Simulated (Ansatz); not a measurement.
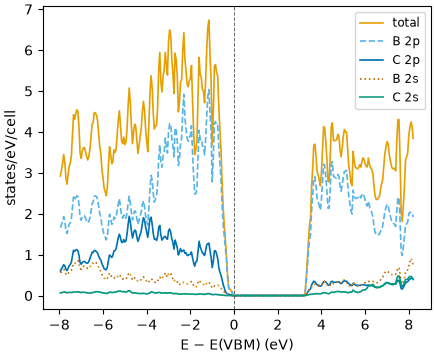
Fig. 1. Total and projected density of states of B$_{4}$C in space group Cm (No. 8; Pearson symbol mS30), r²SCAN in the plane-wave PAW code Ansatz

Problem. Which orbitals carry the states next to the gap?

Solution. Top 1 eV of the valence band: B 2p 78 %, C 2p 16 %. Bottom 1 eV of the conduction band: B 2p 78 %, C 2p 9 %, B 2s 8 %. Projections are on Löwdin-orthogonalised atomic valence shells; empty p or d shells of many metals are not among them.

Problem. Where is the tallest occupied peak in this window, and what makes it?

Solution. Near -1.1 eV, about 6.7 states/eV per cell; the largest projected share is B 2p.

The workflow started from a Materials Project entry (that database holds measured and hypothetical structures alike); the Crystallography Open Database copy checked does not list it. Whether it is the stable phase at ambient conditions was not checked. The r²SCAN relaxation kept the symmetry of its start; of distortions, only those at the zone centre were tested.

Potentials: the later of the program's two PAW sets.
